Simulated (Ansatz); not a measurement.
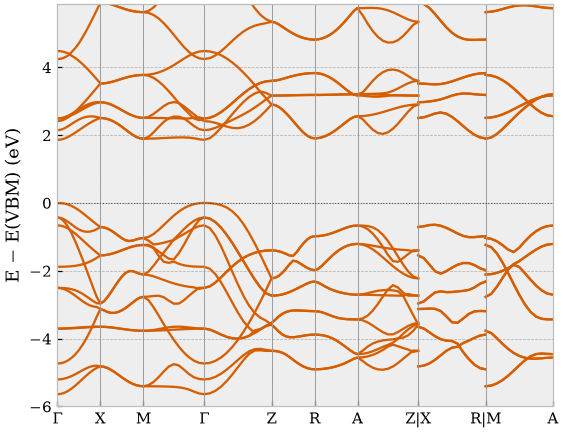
Figure. Band structure from plane-wave PAW PBE (Ansatz code)

**Question.** Read off the gap and where the band edges lie.

**Answer.** About 1.9 eV (1.86 eV by a search for the band edges); maximum at Γ, minimum at Γ.

The material is TiO₂ (rutile, space group No. 136).

Space group P4_2/mnm (rutile). Symmetry was held in the PBE relaxation. At this level the phase is dynamically unstable (imaginary phonons). The run is not spin-polarised.

Potentials: the later of the program's two PAW sets.
